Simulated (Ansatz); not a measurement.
Input

```
crystal:
  periodic: [false, false, false]
  atoms:
    - symbol: B
      position_ang: [-0.697288, 0.446452, 1.627098]
    - symbol: Sb
      position_ang: [-1.370035, 1.946509, 0.118832]
    - symbol: Si
      position_ang: [-0.122442, -0.284094, -0.100077]
    - symbol: H
      position_ang: [-0.512217, 0.378579, 2.814388]
    - symbol: H
      position_ang: [-2.009827, 0.759934, 1.483481]
    - symbol: H
      position_ang: [-0.758342, -1.392893, -0.870245]
    - symbol: H
      position_ang: [1.293333, -0.070267, -0.511268]
basis:
  gaussian:
    orbitals: def2-TZVPD
hamiltonian:
  xc: {name: PBE0}
output:
  forces: true
  orbitals: {seedname: orbitals}
```

Launched as:

```sh
ansatz run input.yaml --threads 1 --pin off --max-ram 2610MiB --events-out events.jsonl --progress --plain --runs-dir runs
```

Geometry: PBE0-D3(BJ)/def2-SVP; core potentials replace the inner electrons of Sb.

All numbers below come from Ansatz, isolated molecule in a Gaussian basis; Kohn-Sham density functional theory, functional PBE0.

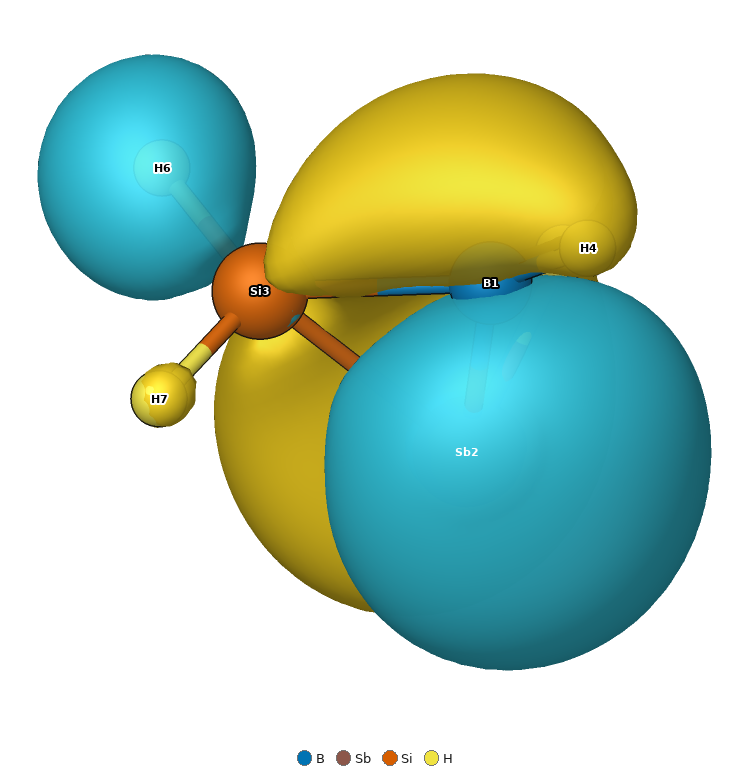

BH4SbSi. The HOMO−1 at ±0.06 Å⁻³ᐟ² (yellow and cyan are the two phases), seen from one side.

**Describe this orbital and give its energy.**

By Hirshfeld shares it lies mainly on Sb2 (about 55 %), B1 (about 20 %) and Si3 (about 10 %). Its energy is −6.61 eV.
